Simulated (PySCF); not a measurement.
# CoNOH: structure of the sextet

Where does sextet CoNOH go from a bent start, is the end point a minimum, and what are its modes, charges and moments?

Computed with PySCF 2.14.0. Level: PBE0, basis Co def2-TZVP, N def2-TZVP, O def2-TZVP, H def2-TZVP, no relativity, density fitting.

## Step 1: Starting geometry

4 atoms, charge 0, spin multiplicity 6.

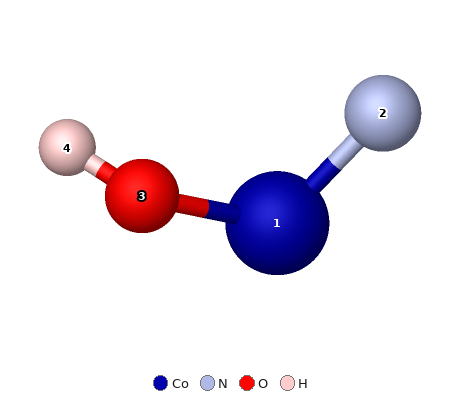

As it starts; cobalt blue, nitrogen light blue, oxygen red, hydrogen pink; atoms are numbered from 1 in the order of the file.

Z-matrix (Å, degrees; charge 0 multiplicity 6):
```
Co
N  1 1.6300
O  1 1.7400 2 110.00
H  3 0.9600 1 130.00 2 90.00
```

## Step 2: Finding the electronic state

The steps below are one call of a driver around PySCF. For each, scf.py gives the equivalent set-up of the SCF; relaxations use the driver's own optimiser. After this first run the driver tries any further starts and a stability analysis.

Contents of scf.py:

```python
from pyscf import gto, scf, dft
mol = gto.M(atom='''
Co     0.000000     0.000000     0.000000
N      1.335200     0.000000     0.934900
O     -1.425300     0.000000     0.998000
H     -1.930800     0.735400     1.352000''',
    basis={'Co': 'def2-TZVP', 'N': 'def2-TZVP', 'O': 'def2-TZVP', 'H': 'def2-TZVP'},
    charge=0, spin=5)
mf = dft.UKS(mol, xc='PBE0')
mf.grids.atom_grid = (50, 194)
aux = {'Co': 'def2-universal-JKFIT', 'N': 'def2-universal-JKFIT', 'O': 'def2-universal-JKFIT', 'H': 'def2-universal-JKFIT'}
mf = mf.density_fit(auxbasis=aux)
mf.conv_tol = 1e-08
mf.diis_space = 10
mf.max_cycle = 60
mf.init_guess = 'minao'
mf.verbose = 4
mf.kernel()
```

Started as:

```
$ OMP_NUM_THREADS=4 python axn.py task.json out
```

What it wrote, shortened:

```text
[... the frontier levels of the middle cycles are left out ...]
init E= -1511.96776099562
[... the frontier-level lines of each cycle are left out ...]
cycle= 1 E= -1496.04012624043  delta_E= 15.9  |g|= 5.66  |ddm|= 14.1
cycle= 2 E= -1447.65456111977  delta_E= 48.4  |g|= 13.6  |ddm|= 16.8
cycle= 3 E= -1492.75795446828  delta_E= -45.1  |g|= 8.81  |ddm|=  7.4
cycle= 4 E= -1497.26174175273  delta_E= -4.5  |g|= 7.54  |ddm|= 3.47
cycle= 5 E= -1500.26642775126  delta_E=   -3  |g|= 6.77  |ddm|= 3.24
cycle= 6 E= -1507.17579890129  delta_E= -6.91  |g|= 4.89  |ddm|=  3.8
cycle= 7 E= -1507.99799414628  delta_E= -0.822  |g|= 4.21  |ddm|= 0.922
cycle= 8 E= -1509.96653628822  delta_E= -1.97  |g|= 3.46  |ddm|= 1.01
cycle= 9 E= -1510.97560610584  delta_E= -1.01  |g|= 2.81  |ddm|= 0.337
cycle= 10 E= -1511.52179889457  delta_E= -0.546  |g|=  2.4  |ddm|= 0.471
cycle= 11 E= -1512.12247871647  delta_E= -0.601  |g|= 1.73  |ddm|= 0.351
cycle= 12 E= -1510.78753566828  delta_E= 1.33  |g|= 2.77  |ddm|= 1.53
cycle= 13 E= -1512.80563746814  delta_E= -2.02  |g|= 0.373  |ddm|= 1.17
cycle= 14 E= -1512.84379406352  delta_E= -0.0382  |g|= 0.213  |ddm|= 0.319
[... 27 cycles left out ...]
cycle= 42 E= -1512.87917719572  delta_E= 4.1e-07  |g|= 0.000306  |ddm|= 0.00747
cycle= 43 E= -1512.87918312743  delta_E= -5.93e-06  |g|= 0.000496  |ddm|= 0.0166
cycle= 44 E= -1512.87918468403  delta_E= -1.56e-06  |g|= 0.000288  |ddm|= 0.00454
cycle= 45 E= -1512.87918645771  delta_E= -1.77e-06  |g|= 0.000368  |ddm|= 0.00655
cycle= 46 E= -1512.8791881275  delta_E= -1.67e-06  |g|= 0.000231  |ddm|= 0.00674
cycle= 47 E= -1512.87918949995  delta_E= -1.37e-06  |g|= 0.000135  |ddm|= 0.00673
cycle= 48 E= -1512.87919070519  delta_E= -1.21e-06  |g|= 0.000314  |ddm|= 0.0109
cycle= 49 E= -1512.87919074876  delta_E= -4.36e-08  |g|= 0.000154  |ddm|= 0.00183
cycle= 50 E= -1512.87919093405  delta_E= -1.85e-07  |g|= 7.35e-05  |ddm|= 0.00244
cycle= 51 E= -1512.87919106763  delta_E= -1.34e-07  |g|= 0.000139  |ddm|= 0.00297
cycle= 52 E= -1512.87919111121  delta_E= -4.36e-08  |g|= 4.71e-05  |ddm|= 0.00116
cycle= 53 E= -1512.87919112159  delta_E= -1.04e-08  |g|= 1.89e-05  |ddm|= 0.000346
cycle= 54 E= -1512.87919114061  delta_E= -1.9e-08  |g|= 1.49e-05  |ddm|= 0.000988
cycle= 55 E= -1512.87919114723  delta_E= -6.61e-09  |g|= 8.68e-06  |ddm|= 0.000519
Extra cycle  E= -1512.87919114746  delta_E= -2.3e-10  |g|= 1.78e-05  |ddm|= 2.23e-05
converged SCF energy = -1512.87919114746  <S^2> = 8.7668095  2S+1 = 6.0056006
```

This step, with its further starts and checks, took 23 s on 4 threads of Arm Neoverse V1, shared host.

The starts that the driver tried:

```csv
start,energy (Eh)
the minimal-basis guess,-1512.879191
a thermally smeared density,-1512.879191
a smeared PBE density,-1512.879191
```

No lower solution of this spin turned up from the other starts or in the test of internal stability.

## Step 3: Bent start, sextet: relaxation

The program finds C1 symmetry in the start. Threshold on the gradient: 0.0003 Eh/bohr, with a further test on the energy change.

scf.py: that of step 2 with these lines changed.

```diff
@@ -3,4 +3,4 @@
-Co     0.000000     0.000000     0.000000
-N      1.335200     0.000000     0.934900
-O     -1.425300     0.000000     0.998000
-H     -1.930800     0.735400     1.352000''',
+Co     0.067230    -0.008241    -0.338196
+N      1.402430    -0.008241     0.596704
+O     -1.358070    -0.008241     0.659804
+H     -1.863570     0.727159     1.013804''',
@@ -16 +15,0 @@
-mf.init_guess = 'minao'
```

The optimiser's trace:

```csv
step,energy (Eh),change (kJ/mol),largest gradient (Eh/bohr)
0,-1512.879191,0.00,0.08628
1,-1512.900385,-55.64,0.03877
2,-1512.908748,-77.60,0.01538
3,-1512.910185,-81.37,0.01296
4,-1512.911262,-84.20,0.01337
5,-1512.912446,-87.31,0.01160
6,-1512.913443,-89.93,0.01100
7,-1512.914614,-93.00,0.00920
8,-1512.915956,-96.53,0.00343
9,-1512.916132,-96.99,0.01134
10,-1512.916312,-97.46,0.00395
11,-1512.916359,-97.58,0.00184
12,-1512.916396,-97.68,0.00034
13,-1512.916398,-97.69,0.00012
```

The walk took 49 s.

Positions (Å) and forces (eV/Å) along the way:

```
step 0
Co   0.067  -0.008  -0.338  -2.868  -0.196  -2.073
N    1.402  -0.008   0.597   4.437   0.115   2.058
O   -1.358  -0.008   0.660  -1.723   0.241  -0.167
H   -1.864   0.727   1.014   0.154  -0.160   0.182
step 1
Co   0.051  -0.054  -0.329  -1.565  -0.041  -0.241
N    1.518   0.022   0.609   1.993   0.103   0.647
O   -1.474  -0.005   0.572  -0.886   0.560   0.004
H   -1.847   0.739   1.079   0.457  -0.621  -0.410
step 7
Co   0.029   0.030  -0.038   0.466   0.003   0.249
N    1.880  -0.050   0.449  -0.473  -0.023  -0.206
O   -1.666  -0.013   0.513   0.214  -0.146  -0.108
H   -1.994   0.736   1.008  -0.208   0.166   0.065
step 13
Co   0.089   0.113   0.139   0.006  -0.007  -0.006
N    1.941  -0.123   0.325   0.001   0.002   0.003
O   -1.638  -0.004   0.545  -0.001   0.004   0.006
H   -2.144   0.717   0.923  -0.005   0.002  -0.003
```

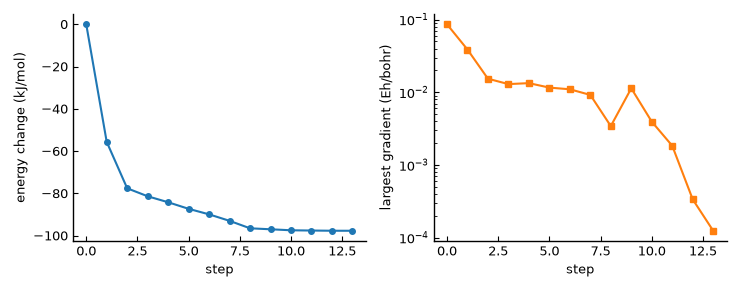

Energy and largest gradient along the walk.

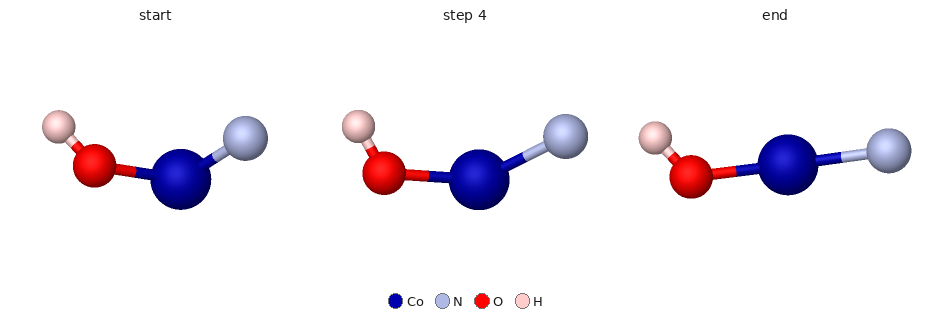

The geometry along the walk, at one scale.

End point (C1, 13 steps, 97.7 kJ/mol gained): Co–N 1.876 Å, Co–O 1.778 Å, O–H 0.958 Å; Co–O–H 123.6°, N–Co–O 158.1°.

## Step 4: Is it a minimum? Harmonic modes

The point is checked on the finer grid, and tightened if its gradient asks for it. The Hessian and the dipole derivatives come from central differences of analytic gradients, with steps of 0.02 bohr.

scf.py: that of step 3 with these lines changed.

```diff
@@ -3,4 +3,4 @@
-Co     0.067230    -0.008241    -0.338196
-N      1.402430    -0.008241     0.596704
-O     -1.358070    -0.008241     0.659804
-H     -1.863570     0.727159     1.013804''',
+Co     0.043847     0.049445    -0.111422
+N      1.896002    -0.184842     0.077218
+O     -1.683844    -0.065305     0.295792
+H     -2.189393     0.655171     0.674434''',
@@ -10 +10 @@
-mf.grids.atom_grid = (50, 194)
+mf.grids.atom_grid = (75, 302)
@@ -13 +13 @@
-mf.conv_tol = 1e-08
+mf.conv_tol = 1e-10
```

The driver hands on the density of the step before, so the log starts near convergence.

SCF at the final geometry:

```text
init E= -1512.91630526885
[... the frontier-level lines of each cycle are left out ...]
cycle= 1 E= -1512.91630526888  delta_E= -2.46e-11  |g|= 2.86e-06  |ddm|= 4.87e-06
Extra cycle  E= -1512.91630526886  delta_E= 1.36e-11  |g|= 7.94e-06  |ddm|= 5.87e-06
converged SCF energy = -1512.91630526886  <S^2> = 8.7661167  2S+1 = 6.0053698
```

The whole step took 2.1 min.

Geometry: C1; Co–N 1.876 Å, Co–O 1.779 Å, O–H 0.958 Å; Co–O–H 123.7°, N–Co–O 158.1°.

Modes, for the most abundant isotopes:

| symmetry | ω (cm⁻¹) | IR (km/mol) |
| --- | --- | --- |
| a | 112 | 8.9 |
| a | 295 | 106 |
| a | 521 | 7.2 |
| a | 628 | 198 |
| a | 703 | 67.5 |
| a | 3907 | 81.5 |

No imaginary mode, so this is a minimum.

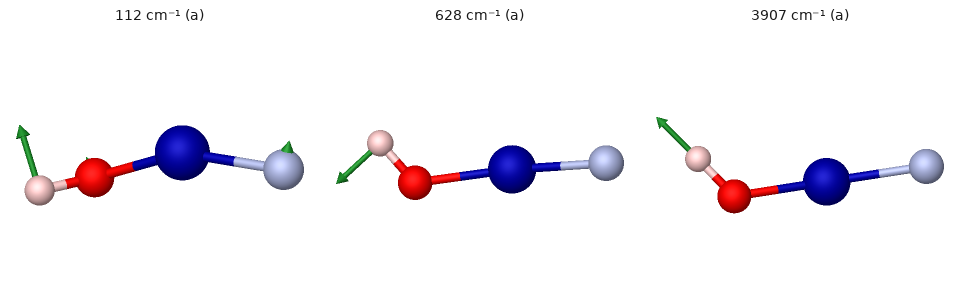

Displacements of 3 of the modes, as arrows (one member where a mode is degenerate).

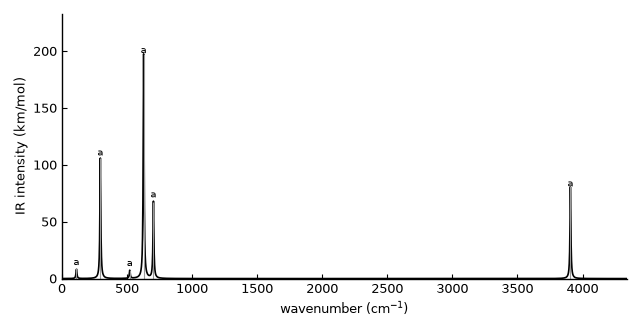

The harmonic infrared spectrum (widths in cm⁻¹). Lines are broadened to a width of 8 cm⁻¹ (Lorentzian).

Properties at this point:

```yaml
Dipole_moment: 2.41 D
Highest_occupied_level: -7.17 eV
Lowest_empty_level: -3.44 eV
Rotational_constants: 5.618, 0.1653, 0.1623 cm⁻¹
Zero-point_energy: 36.9 kJ/mol
Principal_polarisabilities: 23.2, 24.2, 62.5 bohr³
Atomisation_energy_without_zero-point_energy: 961 kJ/mol
Principal_traceless_quadrupole_moments_about_the_centre_of_mass: -12.32, 4.20, 8.11 D Å
Entropy_at_298.15_K_and_1_bar_electronic_part_spin_only: 296.6 J/(mol K)
Heat_capacity_Cp_at_298.15_K: 61.0 J/(mol K)
Enthalpy_at_298.15_K_above_0_K: 14.13 kJ/mol
Rotational_symmetry_number: 1
Spin_squared_⟨S²⟩: 8.766
```

Charges (e) and bond orders:

```tsv
atom	Mulliken	Löwdin	polar tensor	spin (Mulliken)	Mayer order to Co1
Co1	0.71	0.46	1.09	2.90	–
N2	-0.32	-0.23	-0.46	1.96	1.12
O3	-0.71	-0.38	-0.90	0.14	0.97
H4	0.32	0.15	0.26	0.00	0.01
```

Outer orbital energies (eV). α occupied: -11.95, -10.97, -10.59, -9.16, -8.74, -8.36, -8.12, -7.72; empty: -0.83, 1.56, 1.79, 2.59. β occupied: -26.63, -17.70, -13.46, -9.87, -9.02, -8.88, -8.40, -7.17; empty: -3.44, -3.30, -2.70, -1.74.

Mulliken populations on Co1: s 6.56, p 12.33, d 7.40, f 0.00.

## Step 5: Results

| quantity | value |
| --- | --- |
| minimum | sextet, C1 |
| geometry | Co–N 1.876 Å, Co–O 1.779 Å, O–H 0.958 Å; Co–O–H 123.7°, N–Co–O 158.1° |
| wavenumbers (cm⁻¹) | 112 (a), 295 (a), 521 (a), 628 (a), 703 (a), 3907 (a) |
| dipole moment | 2.41 D |
| highest occupied, lowest empty level (either spin) | -7.17, -3.44 eV |
| polar-tensor charge of Co1 | +1.09 e |
| zero-point energy | 36.9 kJ/mol |
| entropy at 298.15 K | 296.6 J/(mol K) |
| atomisation energy (no zero-point energy) | 961 kJ/mol |
| ⟨S²⟩ | 8.766 |

The bent start ends in a minimum without symmetry. In the infrared the band at 628 cm⁻¹ (a) leads. Most of the spin sits on Co1 (Mulliken spin 2.90, against 5 for the whole molecule). Other starts or spin states, not run here, may lie lower. One determinant may miss the lowest occupation of an open d or f shell.

The search up to here took 3.3 min.
